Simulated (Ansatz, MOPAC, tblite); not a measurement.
Dissociation curve of BeH, doublet.

ROCCSD = CCSD on ROHF/cc-pVTZ, frozen core (Ansatz, a quantum-chemistry and plane-wave program); GFN2-xTB, 300 K electronic temperature (tblite); ROCCSDT = CCSDT on ROHF/cc-pVTZ, frozen core in Ansatz; PM7, unrestricted, heats of formation (MOPAC).

Energies are in kcal/mol, each relative to the lowest point of its own curve near equilibrium.

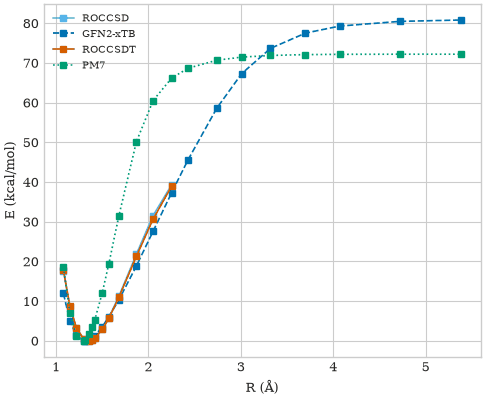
Fig. 1. Energy against bond length for each method.

```json
[
 {"R / Å": "1.08", "ROCCSD": "17.7", "GFN2-xTB": "11.9", "ROCCSDT": "17.8", "PM7": "18.5"},
 {"R / Å": "1.15", "ROCCSD": "8.6", "GFN2-xTB": "5.0", "ROCCSDT": "8.7", "PM7": "7.1"},
 {"R / Å": "1.22", "ROCCSD": "3.2", "GFN2-xTB": "1.4", "ROCCSDT": "3.3", "PM7": "1.3"},
 {"R / Å": "1.30", "ROCCSD": "0.4", "GFN2-xTB": "0.0", "ROCCSDT": "0.4", "PM7": "0.0"},
 {"R / Å": "1.31", "ROCCSD": "0.2", "GFN2-xTB": "0.0", "ROCCSDT": "0.3", "PM7": "0.2"},
 {"R / Å": "1.36", "ROCCSD": "0.0", "GFN2-xTB": "0.3", "ROCCSDT": "0.0", "PM7": "1.8"},
 {"R / Å": "1.39", "ROCCSD": "0.2", "GFN2-xTB": "0.7", "ROCCSDT": "0.2", "PM7": "3.4"},
 {"R / Å": "1.42", "ROCCSD": "0.7", "GFN2-xTB": "1.3", "ROCCSDT": "0.7", "PM7": "5.4"},
 {"R / Å": "1.50", "ROCCSD": "3.0", "GFN2-xTB": "3.5", "ROCCSDT": "2.9", "PM7": "12.1"},
 {"R / Å": "1.57", "ROCCSD": "5.8", "GFN2-xTB": "6.0", "ROCCSDT": "5.6", "PM7": "19.2"},
 {"R / Å": "1.68", "ROCCSD": "11.2", "GFN2-xTB": "10.3", "ROCCSDT": "11.0", "PM7": "31.5"},
 {"R / Å": "1.87", "ROCCSD": "21.9", "GFN2-xTB": "18.9", "ROCCSDT": "21.3", "PM7": "50.2"},
 {"R / Å": "2.05", "ROCCSD": "31.6", "GFN2-xTB": "27.6", "ROCCSDT": "30.7", "PM7": "60.5"},
 {"R / Å": "2.25", "ROCCSD": "39.3", "GFN2-xTB": "37.3", "ROCCSDT": "38.9", "PM7": "66.2"},
 {"R / Å": "2.43", "ROCCSD": "—", "GFN2-xTB": "45.7", "ROCCSDT": "—", "PM7": "68.7"},
 {"R / Å": "2.74", "ROCCSD": "—", "GFN2-xTB": "58.6", "ROCCSDT": "—", "PM7": "70.7"},
 {"R / Å": "3.01", "ROCCSD": "—", "GFN2-xTB": "67.3", "ROCCSDT": "—", "PM7": "71.5"},
 {"R / Å": "3.32", "ROCCSD": "—", "GFN2-xTB": "73.7", "ROCCSDT": "—", "PM7": "71.9"},
 {"R / Å": "3.70", "ROCCSD": "—", "GFN2-xTB": "77.5", "ROCCSDT": "—", "PM7": "72.1"},
 {"R / Å": "4.07", "ROCCSD": "—", "GFN2-xTB": "79.3", "ROCCSDT": "—", "PM7": "72.2"},
 {"R / Å": "4.72", "ROCCSD": "—", "GFN2-xTB": "80.5", "ROCCSDT": "—", "PM7": "72.2"},
 {"R / Å": "5.38", "ROCCSD": "—", "GFN2-xTB": "80.8", "ROCCSDT": "—", "PM7": "72.2"}
]
```

At the longest distance, 5.38 Å, GFN2-xTB lies highest above its minimum (80.8 kcal/mol) and PM7 lowest (72.2 kcal/mol).

Dashes: no converged value, or the column stops at the first point that the program doubted or that broke a chosen test of continuity, which isn't proof of a fault.

The T1 diagnostic of CCSD on the restricted reference of ROCCSD, ROCCSDT exceeds 0.045 at 1.87 to 2.74 Å.
